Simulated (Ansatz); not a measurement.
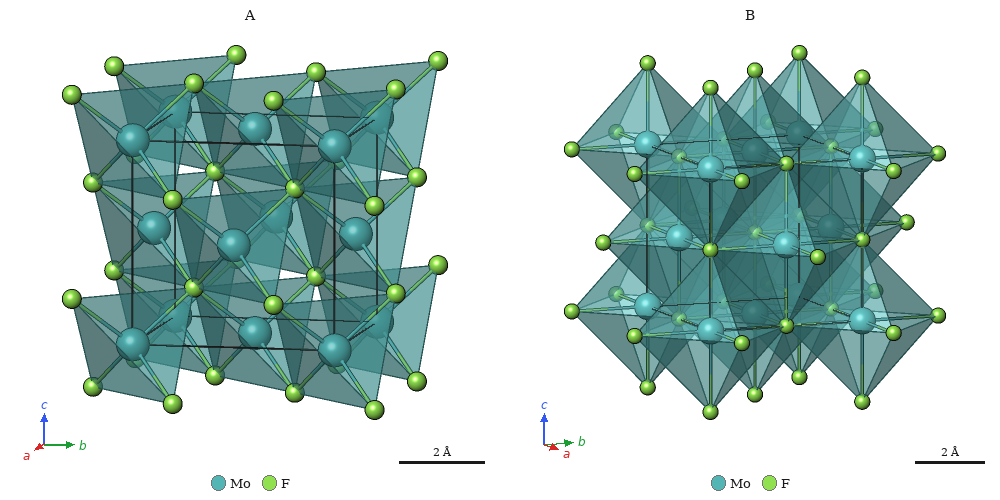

Two structures of MoF, each relaxed to rest (conventional cells in solid outline, small ones repeated, not to one scale). Method: DFT PBE, scalar-relativistic, plane waves, PAW in Ansatz 0.2.0, with collinear spins.

### What are A and B?

A: zinc blende (sphalerite type), F-43m. B: rock salt (NaCl type), Fm-3m.

### Which structure wins energetically, and by what margin?

A is lower, by 286 meV/atom at this level of theory (energies at zero smearing). Volumes: A 14.6, B 13.9 Å³/atom.

One or both may be structure types tried for this composition rather than known phases.
